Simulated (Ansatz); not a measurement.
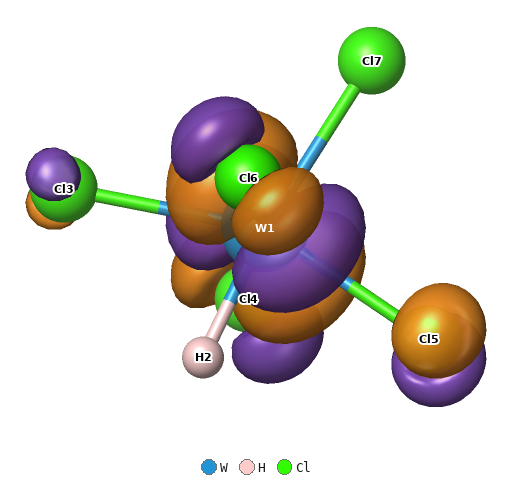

Figure 1: Cl$_{5}$HW. The LUMO at ±0.15 Å⁻³ᐟ² (orange and purple are the two phases), seen from one side.

Core potentials replace the inner electrons of W; not at a stationary point (largest force 1.2 eV/Å).

The calculation used RKS B3LYP-D4/def2-SVP in Ansatz.

```xyz
7

W     0.0884    0.0000   -0.0245
H    -0.0819    0.0000    1.6793
Cl    2.3190    0.0000    0.7329
Cl    0.1898    2.2799    0.1807
Cl   -2.2032    0.0000    0.1816
Cl    0.1898   -2.2799    0.1807
Cl    0.0494    0.0000   -2.3793
```

> Where does this orbital lie, and at what energy?

It lies mainly on W1 (about 60 %), Cl4 (about 10 %), Cl6 (about 10 %) and Cl5 (about 10 %). Its energy is −5.22 eV.
